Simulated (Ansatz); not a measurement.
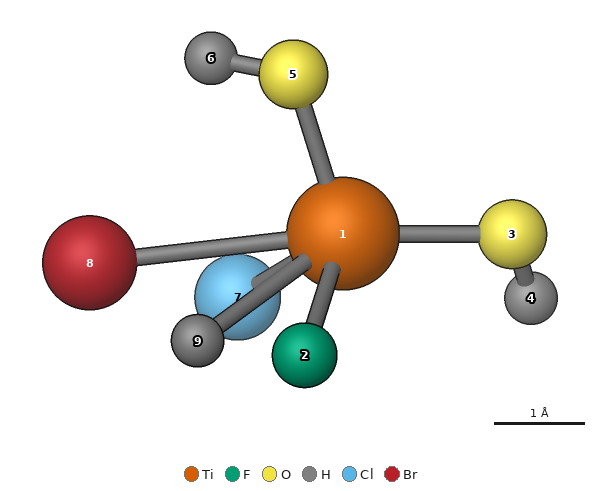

Figure 1. The starting structure (ball-and-stick view, seen at a tilt; atoms are numbered from 1 in the order of the input). Sticks mark near contacts.

**TiH$_{3}$BrClO$_{2}$F: geometry relaxation (part 1 of 2)**

The run: geometry relaxation of TiH$_{3}$BrClO$_{2}$F. Method and program: RHF/def2-SVP (Ansatz 0.2.0).

The input holds or restrains some coordinates. It belongs to a series of runs on one base structure; here: pulled along the bonds that form and break, towards end B. Figures and captions count atoms from 1; the log counts them from 0 in places.

Output
```
The last accepted step is kept in [file] (removed where the run ends without a failure and the disk answers)
Engine: ansatz 0.2.0, x86_64-unknown-linux-gnu
Functional definition: HF
  exchange = exact_x
  correlation = 0
1488 factors; integrals over basis functions are off by at most 4.2e-4 eV
mean field evaluation 1: about -112384.1382 eV, gradient 7.0e1 eV
mean field evaluation 2: about -112384.2542 eV, gradient 7.0e1 eV
mean field evaluation 4: about -112395.9370 eV, gradient 2.4e1 eV
mean field evaluation 8: about -112397.0044 eV, gradient 8.4e-1 eV
mean field evaluation 16: about -112397.0440 eV, gradient 4.6e-5 eV
mean field -112397.04399459 eV, -4130.5151813486 hartree, gradient 4.6e-5 eV, S^2 0.000000; 0 other end points of the search recorded, 0 dependent functions left out
the calculation of the forces begins
reference -112397.04399459 eV, -4130.5151813486 hartree; 51, 51 occupied and 87, 87 virtual orbitals, 1488 factors
relax step   1: F+E_penalty+E_count = -112397.04399459 eV  Δ(F+E_penalty+E_count) = +0.000e0 eV  max|allowed force component| = 4.352e0 eV/Å  E_restraint = 24.80023059 eV  max|allowed force component, restraints' pulls added| = 3.045e1 eV/Å  Δτ_max = 0.0000 Å  (50 SCF iters, accepted)
  distance Ti 0 - Br 7 = 2.8500 Å
  distance H 8 - F 1 = 1.2398 Å
  distance Ti 0 - F 1 = 2.1800 Å
  distance H 8 - Br 7 = 1.8906 Å
these checks for a lower state are left out or cut short: starts, cluster_reference, orbital_swaps, neighbouring_geometries, increment
1488 factors; integrals over basis functions are off by at most 2.5e-4 eV
mean field -112397.83973748 eV, -4130.5444243603 hartree, gradient 1.5e-5 eV, S^2 0.000000; 0 other end points of the search recorded, 0 dependent functions left out
[... from here on the field's lines of each further geometry are left out, up to the last ...]
relax step   2: F+E_penalty+E_count = -112397.83973748 eV  Δ(F+E_penalty+E_count) = -7.957e-1 eV  max|allowed force component| = 4.073e0 eV/Å  E_restraint = 10.78022646 eV  max|allowed force component, restraints' pulls added| = 2.028e1 eV/Å  Δτ_max = 0.1949 Å  (56 SCF iters, accepted)
relax step   3: F+E_penalty+E_count = -112398.36528333 eV  Δ(F+E_penalty+E_count) = -5.255e-1 eV  max|allowed force component| = 3.312e0 eV/Å  E_restraint = 3.27258955 eV  max|allowed force component, restraints' pulls added| = 8.740e0 eV/Å  Δτ_max = 0.1927 Å  (53 SCF iters, accepted)
relax step   4: F+E_penalty+E_count = -112399.22192802 eV  Δ(F+E_penalty+E_count) = -8.566e-1 eV  max|allowed force component| = 2.729e0 eV/Å  E_restraint = 0.34093053 eV  max|allowed force component, restraints' pulls added| = 2.729e0 eV/Å  Δτ_max = 0.1951 Å  (44 SCF iters, accepted)
relax step   5: F+E_penalty+E_count = -112400.02911106 eV  Δ(F+E_penalty+E_count) = -8.072e-1 eV  max|allowed force component| = 1.660e0 eV/Å  E_restraint = 0.02197480 eV  max|allowed force component, restraints' pulls added| = 1.660e0 eV/Å  Δτ_max = 0.1949 Å  (51 SCF iters, accepted)
relax step   6: F+E_penalty+E_count = -112400.55439285 eV  Δ(F+E_penalty+E_count) = -5.253e-1 eV  max|allowed force component| = 1.896e0 eV/Å  E_restraint = 0.01497424 eV  max|allowed force component, restraints' pulls added| = 2.677e0 eV/Å  Δτ_max = 0.1949 Å  (52 SCF iters, accepted)
relax step   7: F+E_penalty+E_count = -112400.88245055 eV  Δ(F+E_penalty+E_count) = -3.281e-1 eV  max|allowed force component| = 1.052e0 eV/Å  E_restraint = 0.00044424 eV  max|allowed force component, restraints' pulls added| = 1.155e0 eV/Å  Δτ_max = 0.1982 Å  (51 SCF iters, accepted)
relax step   8: F+E_penalty+E_count = -112401.03198126 eV  Δ(F+E_penalty+E_count) = -1.495e-1 eV  max|allowed force component| = 2.200e0 eV/Å  E_restraint = 0.01152781 eV  max|allowed force component, restraints' pulls added| = 2.956e0 eV/Å  Δτ_max = 0.1958 Å  (51 SCF iters, accepted)
relax step   9: F+E_penalty+E_count = -112401.18621086 eV  Δ(F+E_penalty+E_count) = -1.542e-1 eV  max|allowed force component| = 6.348e-1 eV/Å  E_restraint = 0.00507463 eV  max|allowed force component, restraints' pulls added| = 4.607e-1 eV/Å  Δτ_max = 0.1993 Å  (42 SCF iters, accepted)
relax step  10: F+E_penalty+E_count = -112401.25663518 eV  Δ(F+E_penalty+E_count) = -7.042e-2 eV  max|allowed force component| = 5.525e-1 eV/Å  E_restraint = 0.00843513 eV  max|allowed force component, restraints' pulls added| = 3.654e-1 eV/Å  Δτ_max = 0.2000 Å  (42 SCF iters, accepted)
relax step  11: F+E_penalty+E_count = -112401.27030995 eV  Δ(F+E_penalty+E_count) = -1.367e-2 eV  max|allowed force component| = 1.012e0 eV/Å  E_restraint = 0.01652031 eV  max|allowed force component, restraints' pulls added| = 1.117e0 eV/Å  Δτ_max = 0.1935 Å  (43 SCF iters, accepted)
relax step  12: F+E_penalty+E_count = -112401.36573672 eV  Δ(F+E_penalty+E_count) = -9.543e-2 eV  max|allowed force component| = 6.333e-1 eV/Å  E_restraint = 0.00921721 eV  max|allowed force component, restraints' pulls added| = 2.616e-1 eV/Å  Δτ_max = 0.2000 Å  (42 SCF iters, accepted)
relax step  13: F+E_penalty+E_count = -112401.41638407 eV  Δ(F+E_penalty+E_count) = -5.065e-2 eV  max|allowed force component| = 7.274e-1 eV/Å  E_restraint = 0.01569162 eV  max|allowed force component, restraints' pulls added| = 8.937e-1 eV/Å  Δτ_max = 0.1965 Å  (42 SCF iters, accepted)
relax step  14: F+E_penalty+E_count = -112401.47144035 eV  Δ(F+E_penalty+E_count) = -5.506e-2 eV  max|allowed force component| = 7.492e-1 eV/Å  E_restraint = 0.01295395 eV  max|allowed force component, restraints' pulls added| = 9.386e-1 eV/Å  Δτ_max = 0.1941 Å  (43 SCF iters, accepted)
relax step  15: F+E_penalty+E_count = -112401.51409818 eV  Δ(F+E_penalty+E_count) = -4.266e-2 eV  max|allowed force component| = 9.370e-1 eV/Å  E_restraint = 0.01532645 eV  max|allowed force component, restraints' pulls added| = 1.097e0 eV/Å  Δτ_max = 0.1926 Å  (43 SCF iters, accepted)
relax step  16: F+E_penalty+E_count = -112401.57201791 eV  Δ(F+E_penalty+E_count) = -5.792e-2 eV  max|allowed force component| = 8.080e-1 eV/Å  E_restraint = 0.01364183 eV  max|allowed force component, restraints' pulls added| = 4.037e-1 eV/Å  Δτ_max = 0.1994 Å  (43 SCF iters, accepted)
relax step  17: F+E_penalty+E_count = -112401.57817563 eV  Δ(F+E_penalty+E_count) = -6.158e-3 eV  max|allowed force component| = 7.531e-1 eV/Å  E_restraint = 0.01365725 eV  max|allowed force component, restraints' pulls added| = 3.296e-1 eV/Å  Δτ_max = 0.0324 Å  (44 SCF iters, accepted)
relax step  18: F+E_penalty+E_count = -112401.58302218 eV  Δ(F+E_penalty+E_count) = -4.847e-3 eV  max|allowed force component| = 6.959e-1 eV/Å  E_restraint = 0.01400475 eV  max|allowed force component, restraints' pulls added| = 3.516e-1 eV/Å  Δτ_max = 0.0326 Å  (44 SCF iters, accepted)
relax step  19: F+E_penalty+E_count = -112401.58850080 eV  Δ(F+E_penalty+E_count) = -5.479e-3 eV  max|allowed force component| = 6.934e-1 eV/Å  E_restraint = 0.01475802 eV  max|allowed force component, restraints' pulls added| = 3.967e-1 eV/Å  Δτ_max = 0.0892 Å  (42 SCF iters, accepted)
the calculation of the forces begins
reference -112401.59245346 eV, -4130.6823341290 hartree; 51, 51 occupied and 87, 87 virtual orbitals, 1489 factors
relax step  20: F+E_penalty+E_count = -112401.59245346 eV  Δ(F+E_penalty+E_count) = -3.953e-3 eV  max|allowed force component| = 6.221e-1 eV/Å  E_restraint = 0.01151218 eV  max|allowed force component, restraints' pulls added| = 9.764e-2 eV/Å  Δτ_max = 0.0649 Å  (42 SCF iters, accepted)
```

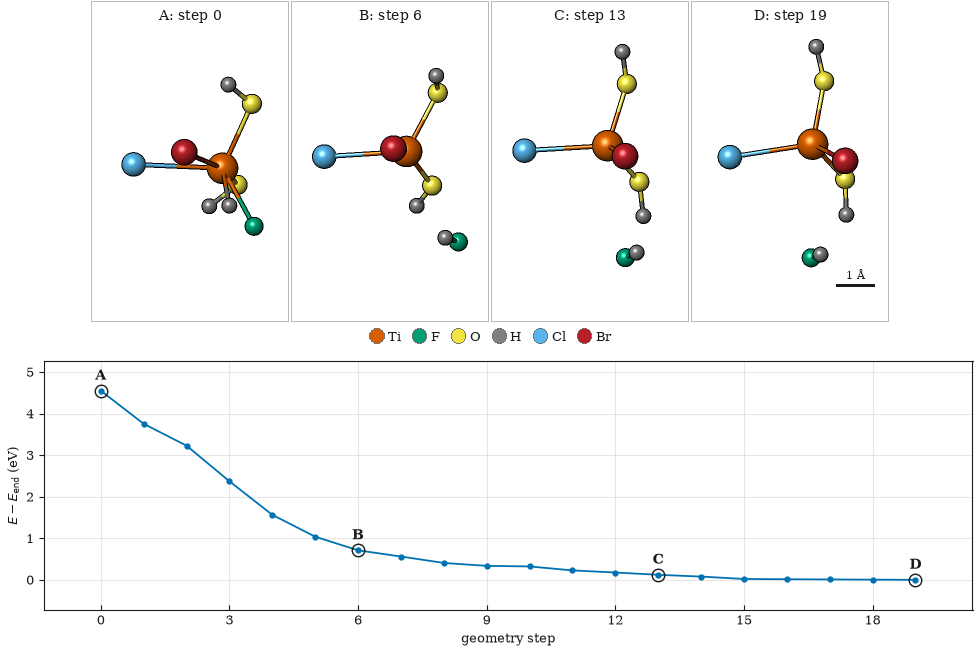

Figure 2. Frames of the restrained relaxation (ball-and-stick view, seen at an oblique angle) above the curves, on which the letters mark them (the first geometry is step 0 here and step 1 in the log).

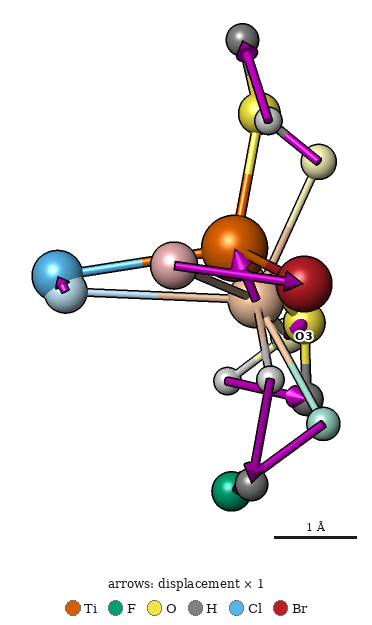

Figure 3. Start (faint) and end (solid) with the displacements as pink arrows, at true length (ball-and-stick view, seen at an oblique angle). The two geometries are laid on each other by the best rigid fit. After 19 geometry steps the energy has fallen by 4.548 eV. The largest force component goes from 4.4 to 0.62 eV/Å. The atom that moves furthest after the best rigid fit is Br8 (1.62 Å). By element the largest moves are Br 1.62 Å, H 1.58 Å, F 1.51 Å, O 1.04 Å, Ti 0.76 Å, Cl 0.22 Å. Among the contacts that change: Ti1–F2 2.180 → 3.033 Å, Ti1–H9 2.428 → 3.206 Å, F2–H9 1.240 → 0.912 Å, Ti1–Br8 2.850 → 2.524 Å. New bonds form: F2–H9 (1.24 → 0.91 Å). Bonds break: Ti1–F2 (2.18 → 3.03 Å). Among the angles that change: O3–Ti1–Br8 170.2° → 111.8°, Cl7–Ti1–Br8 61.7° → 109.8°, Ti1–O5–H6 109.5° → 148.7°. (Atoms are counted from 1 in the order of the input.)

```
  distance Ti 0 - Br 7 = 2.5236 Å
  distance H 8 - F 1 = 0.9123 Å
  distance Ti 0 - F 1 = 3.0329 Å
  distance H 8 - Br 7 = 2.7488 Å
1489 factors; integrals over basis functions are off by at most 2.8e-4 eV
mean field -112401.59245346 eV, -4130.6823341290 hartree, gradient 1.1e-5 eV, S^2 0.000000; 1 other end points of the search recorded, 0 dependent functions left out
the calculation of the forces begins
reference -112401.59245346 eV, -4130.6823341290 hartree; 51, 51 occupied and 87, 87 virtual orbitals, 1489 factors
Total energy: -112401.59245346 eV, -4130.6823341290 hartree
Atom 0 at    -0.640164     0.102092    -0.372056 Å, force    -0.540629     0.188810     0.614936 eV/Å
Atom 1 at     0.456316    -1.345220     2.057194 Å, force    -0.249236     0.047919     0.248865 eV/Å
Atom 2 at     1.001979     0.484142     0.022460 Å, force     0.001418    -0.002520    -0.010707 eV/Å
Atom 3 at     1.573706     0.078563     0.663410 Å, force    -0.010889     0.002301    -0.005132 eV/Å
Atom 4 at    -1.114859     1.159063    -1.644258 Å, force     0.014045    -0.013619     0.006436 eV/Å
Atom 5 at    -1.745770     1.390022    -2.309174 Å, force    -0.015518     0.017916    -0.033201 eV/Å
Atom 6 at    -0.888213    -1.985013    -1.061681 Å, force     0.003875     0.005123    -0.000563 eV/Å
Atom 7 at    -2.197746     0.554974     1.561126 Å, force     0.559251    -0.187820    -0.622063 eV/Å
Atom 8 at    -0.268349    -1.125324     2.565979 Å, force     0.237682    -0.058111    -0.198571 eV/Å
Dipole moment:     0.053891     0.169873    -0.093770 e Å
```

Trajectory as extended XYZ (Å, eV, eV/Å), 20 frames, from step=1 to step=20
```
9
Properties=species:S:1:pos:R:3:forces:R:3 step=1 energy=-112397.04399
Ti    0.0000    0.0000    0.0000   -1.1324   2.0916  -1.7524
F     0.0000    0.0000    2.1800   -2.4351  -0.5273  -2.2644
O     1.8106    0.0000   -0.6394   -3.2601  -3.0368   1.3281
H     2.1269   -0.9521   -0.7560   -0.5050   2.7117   0.1539
O    -0.9043    1.5667   -0.6394    0.1787  -4.3520   0.4824
H    -1.8621    1.3360   -0.8617    2.5962   0.9143   0.7268
Cl   -1.1163   -1.9339   -0.7892    3.7114  -0.0806  -1.6577
Br   -2.6612   -0.4827    0.8987   -0.4881   1.9566   3.4164
H    -1.2167   -0.2207    2.0900    1.3345   0.3223  -0.4331
9
Properties=species:S:1:pos:R:3:forces:R:3 step=2 energy=-112397.83974
Ti   -0.0869   -0.0106   -0.1415   -0.4572   1.3035  -0.7196
F    -0.0222   -0.0051    2.3262   -4.0731  -0.7853  -1.9678
O     1.7693   -0.0199   -0.6253   -3.2148  -2.1400   0.9308
H     2.1236   -0.9344   -0.7552   -0.3934   1.9410   0.1724
O    -0.9028    1.5428   -0.6428    0.4814  -3.2424  -0.1866
H    -1.8461    1.3443   -0.8568    1.4426   0.8185   0.5373
Cl   -1.0776   -1.9439   -0.8150    3.2553  -0.4292  -1.8376
Br   -2.7178   -0.4682    0.7877   -0.6048   1.8215   2.3739
H    -1.0626   -0.1917    2.2057    3.5640   0.7122   0.6973
9
Properties=species:S:1:pos:R:3:forces:R:3 step=3 energy=-112398.36528
Ti   -0.1799   -0.0230   -0.2623    1.3532   0.0783   0.3779
F    -0.0574   -0.0126    2.4566    2.5032   0.4158  -0.6751
O     1.7177   -0.0400   -0.6146   -3.3116  -1.2982   0.7009
H     2.1189   -0.9153   -0.7520   -0.3077   1.2480   0.1665
O    -0.8976    1.5144   -0.6562    0.0962  -1.3096  -0.8927
H    -1.8367    1.3566   -0.8507    0.5501   0.8536   0.3521
Cl   -1.0348   -1.9572   -0.8463    2.5317  -1.2295  -2.0751
Br   -2.7392   -0.4402    0.6821   -0.6320   1.6896   1.9056
H    -0.9142   -0.1694    2.3265   -2.7831  -0.4481   0.1398
9
Properties=species:S:1:pos:R:3:forces:R:3 step=4 energy=-112399.22193
Ti   -0.2797   -0.0708   -0.3307    2.4063  -0.0953   0.6954
F     0.0152   -0.0038    2.5928    0.6870   0.0701  -0.7216
O     1.5913   -0.0673   -0.5910   -2.7286  -1.0020   0.5117
H     2.0929   -0.8800   -0.7408   -0.4238   0.9659   0.1994
O    -0.8853    1.4832   -0.7293   -0.4320  -0.2485  -1.0437
H    -1.8445    1.4063   -0.8381    0.5316   0.8612   0.1238
Cl   -0.9160   -2.0467   -0.9725    1.1524  -1.1104  -1.4125
Br   -2.7344   -0.3396    0.5975   -0.1850   0.6717   1.3671
H    -0.8625   -0.1681    2.4951   -1.0079  -0.1127   0.2802
9
Properties=species:S:1:pos:R:3:forces:R:3 step=5 energy=-112400.02911
Ti   -0.3343   -0.1008   -0.3577    1.4656  -0.1554   0.4167
F     0.0500   -0.0027    2.6208   -0.8696  -0.2283  -0.5769
O     1.4683   -0.0920   -0.5450   -1.6602  -0.5667   0.4135
H     2.0393   -0.8419   -0.7131   -0.2149   0.5247   0.1634
O    -0.8571    1.4600   -0.8749   -1.1057  -0.2651  -0.5399
H    -1.8317    1.4924   -0.8332    1.1234   0.5926  -0.2042
Cl   -0.8069   -2.1242   -1.1141    0.5405  -0.2914  -0.8142
Br   -2.6981   -0.2974    0.6428    0.0712   0.1946   0.9950
H    -0.8526   -0.1802    2.6575    0.6497   0.1950   0.1466
9
Properties=species:S:1:pos:R:3:forces:R:3 step=6 energy=-112400.55439
Ti   -0.3857   -0.1295   -0.3989   -0.0778  -0.1348   0.3893
F     0.0729   -0.0429    2.5791   -1.8964  -0.3287   0.1930
O     1.3634   -0.1032   -0.4417   -0.2786  -0.4120   0.2072
H     1.9876   -0.7966   -0.6423   -0.1052   0.3568   0.1937
O    -0.8480    1.4207   -1.0430   -1.3320  -0.3619  -0.0076
H    -1.8038    1.5665   -0.8996    1.2508   0.2499  -0.4484
Cl   -0.7345   -2.1506   -1.2931    0.1866   0.2551  -0.4175
Br   -2.6512   -0.2726    0.7925    0.3999   0.0575   0.4539
H    -0.8237   -0.1785    2.8302    1.8528   0.3181  -0.5637
```
